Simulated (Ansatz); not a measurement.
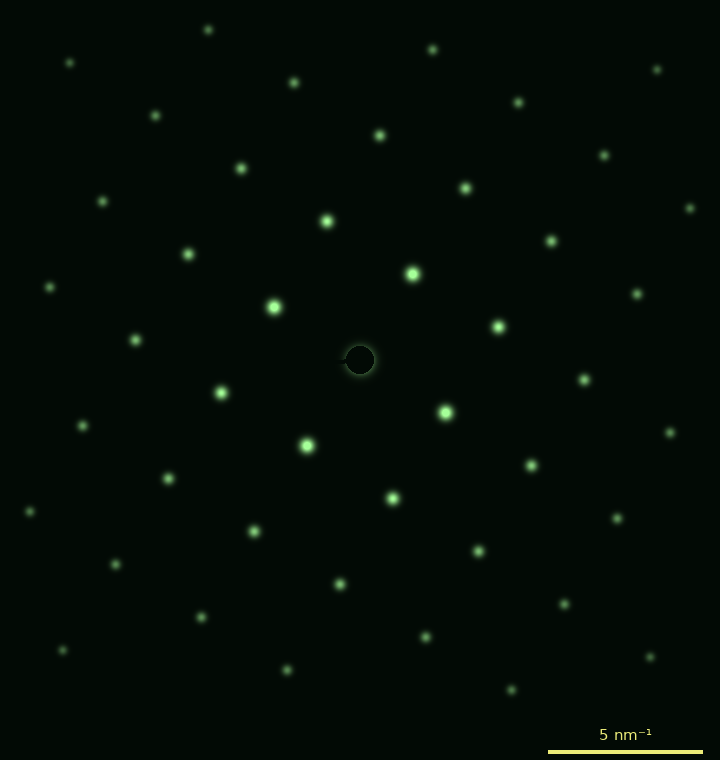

Computed electron diffraction pattern, 200 kV, single scattering only, B = 1 Å².

Question: What net do the spots form, and what spacings does it show?

Answer: The spots form a square net with both shortest vectors at d = 3.04 Å, 90.0° apart.

Question: What is the point symmetry of the pattern, intensities included?

Answer: 4mm. A fourfold pattern needs a tetragonal or cubic crystal seen along a 4 or -4 axis.

Question: Which crystal and zone produced it?

Answer: This cannot be fixed from one zone alone; the pattern is [001] of Sr, space group Fm-3m (No. 225), a = 6.09 Å. The net vectors are 2 0 0 and 0 2 0. Structure: the input geometry of an electronic-structure calculation (not necessarily at equilibrium).
